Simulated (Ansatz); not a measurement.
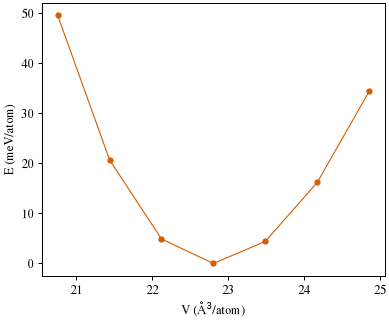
Ge (diamond, Fd-3m) under volume change, DFT-r²SCAN in the program Ansatz with PAW potentials, scaled uniformly.

Question: What does a third-order Birch–Murnaghan fit give for V₀, B₀ and B′?

Answer: V₀ = 22.81 Å³/atom, B₀ = 71.0 GPa, B′ = 5.0.

The r²SCAN relaxation kept the symmetry of its start; phonons on a q-mesh show no instability.

Potentials: the earlier of the program's two PAW sets.
